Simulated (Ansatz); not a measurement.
**C₂H₄BFO: basis-set convergence**

How large a basis does C₂H₄BFO need? Two functionals are run in growing sets.

Computed with Ansatz 0.2.0, Gaussian basis. Level: one geometry, several basis sets.

The runs, in order: PBE0-D4/def2-SVP; ωB97M-V/def2-SVP; PBE0-D4/def2-QZVPP; ωB97M-V/def2-QZVPP; the functionals' def2-TZVPP values are taken from earlier runs.

## Step 1: Structure used throughout

All runs share one geometry, relaxed beforehand with PBE0-D4 in a triple-zeta def2 set.

SMILES `C=C(F)BO`, 9 atoms, charge 0, spin multiplicity 1.

Atoms are counted from 1 here; the program's logs count them from 0.

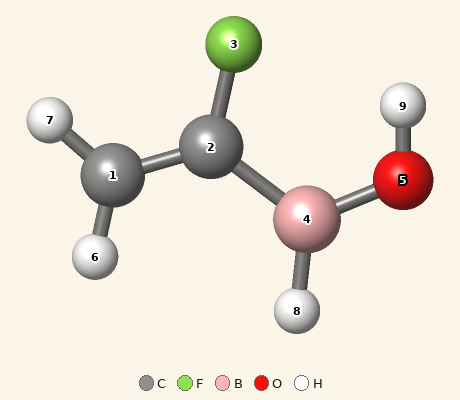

The structure; carbon grey, fluorine green, boron pink, oxygen red, hydrogen white; atoms are numbered from 1 in the order of the file.

## Step 2: PBE0-D4 in def2-SVP

Contents of in.yaml:

```yaml
crystal:
  periodic: [false, false, false]
  atoms:
    - {symbol: C, position_ang: [-1.169433, 0.333275, 0.990780]}
    - {symbol: C, position_ang: [0.006548, 0.240783, 0.386102]}
    - {symbol: F, position_ang: [1.081325, 0.862917, 0.944724]}
    - {symbol: B, position_ang: [0.311563, -0.523888, -0.935631]}
    - {symbol: O, position_ang: [1.559105, -0.536453, -1.442312]}
    - {symbol: H, position_ang: [-2.021565, -0.162031, 0.544705]}
    - {symbol: H, position_ang: [-1.307936, 0.885395, 1.913010]}
    - {symbol: H, position_ang: [-0.551616, -1.109039, -1.518534]}
    - {symbol: H, position_ang: [2.180511, -0.037360, -0.899944]}
basis:
  gaussian: {orbitals: def2-SVP}
hamiltonian: {xc: pbe0, dispersion: d4}
output: {orbitals: {seedname: orbitals}}
```

The run is started by

```console
> ansatz run in.yaml --threads 2 --pin off --events-out ev --progress --plain --max-ram 4352MiB
```

After this run come: ωB97M-V in def2-SVP; PBE0-D4 in def2-QZVPP; ωB97M-V in def2-QZVPP.

**Question.** What will the summary of the whole plan be? Wanted: PBE0-D4: double and triple zeta above quadruple; ωB97M-V: double and triple zeta above quadruple.

As calculated:

| quantity | value |
| --- | --- |
| PBE0-D4: double and triple zeta above quadruple | 9.31, 0.42 eV |
| ωB97M-V: double and triple zeta above quadruple | 9.58, 0.40 eV |

**Reading.** PBE0-D4 gains 8.90 eV from double to triple zeta, then 0.42 eV more. Total energies overstate the basis error of differences, where much of it tends to cancel.
